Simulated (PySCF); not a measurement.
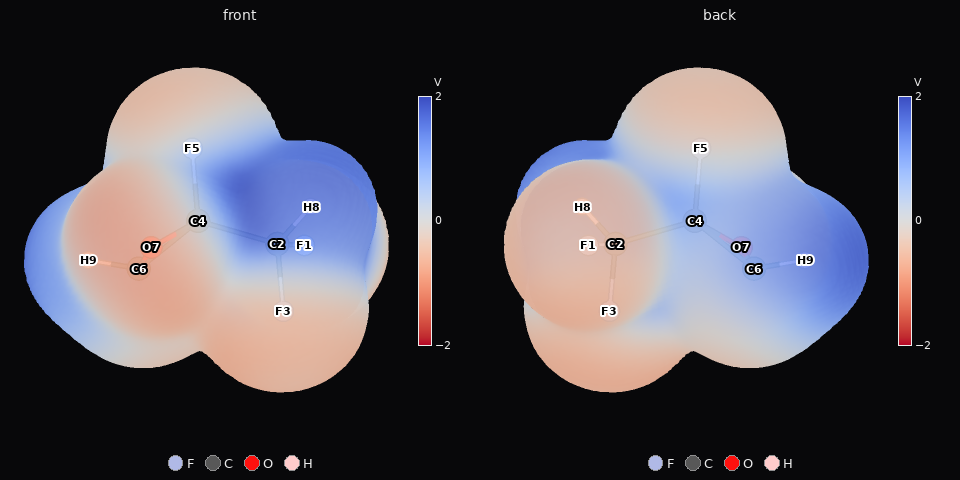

Figure. C₃H₂F₃O (doublet). The electrostatic potential painted on the density surface at 0.002 e/bohr³, seen from the front and from behind; red is negative and blue positive.

Geometry: GFN2-xTB.

Theory: PySCF 2.14.0, density-fitted response routines, UKS B3LYP, pcH-1 on C F H O, non-relativistic, mean-field spin-orbit, GIAO.

```yaml
atoms:
  - { symbol: F, position_ang: [1.6939, 0.4900, -0.9839] }
  - { symbol: C, position_ang: [1.1045, 0.1972, 0.1945] }
  - { symbol: F, position_ang: [1.5063, -1.0369, 0.5412] }
  - { symbol: C, position_ang: [-0.4103, 0.2322, 0.0400] }
  - { symbol: F, position_ang: [-0.8618, 1.5129, -0.0088] }
  - { symbol: C, position_ang: [-1.1968, -0.8428, -0.5052] }
  - { symbol: O, position_ang: [-1.1862, -0.6079, 0.8422] }
  - { symbol: H, position_ang: [1.4558, 0.9189, 0.9492] }
  - { symbol: H, position_ang: [-2.0917, -0.8575, -1.0943] }
```

Question: Where is the surface potential most negative and most positive?

Answer: The most negative region (about −0.8 V) lies over O7, the most positive (about +1.7 V) over C2, C4 and H9.
